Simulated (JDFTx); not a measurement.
| Item | Result |
|---|---|
| surface | ZrSi2(110), Si outermost, slab composition Zr4Si10 |
| bulk | ZrSi2, Cmcm, lattice of mp-1515 (not re-optimised) |
| slab | 14 atoms in 14 planes, 1x1, 7.7 Å between the outermost planes |
| in-plane cell | 3.673 × 7.660 Å, 28.14 Å² |
| cell height | 23.5 Å |
| sampling | 6×4×1 k mesh, Fermi smearing 0.01 Ha, no spin polarisation |

Whether this polymorph is the ambient one wasn't checked. Neither spin polarisation nor a larger cell was tried.

Method: PBE, GBRV ultrasoft potentials, plane waves to 20/100 Ha, in a modified build of JDFTx. Liquid on both sides: soft-sphere model, water, 0.5 M NaCl; nuclei fixed. U vs SHE = −μ/e − 4.44 V throughout (conventional absolute potential of the hydrogen electrode).

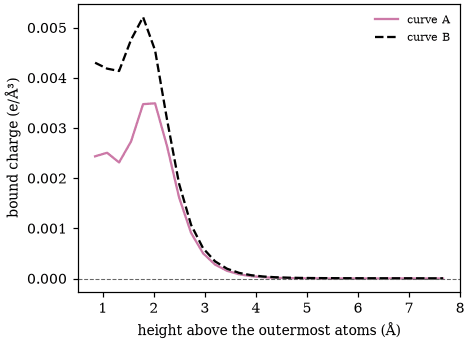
Figure. Plane-averaged bound charge of the liquid for two states of the electrode

Problem. One curve is the neutral slab. Which, and what is the sign of the other's charge?

Solution. Curve A is neutral (potential of zero charge, -0.38 V). Curve B is negatively charged, -7.0 μC/cm² at -0.70 V.
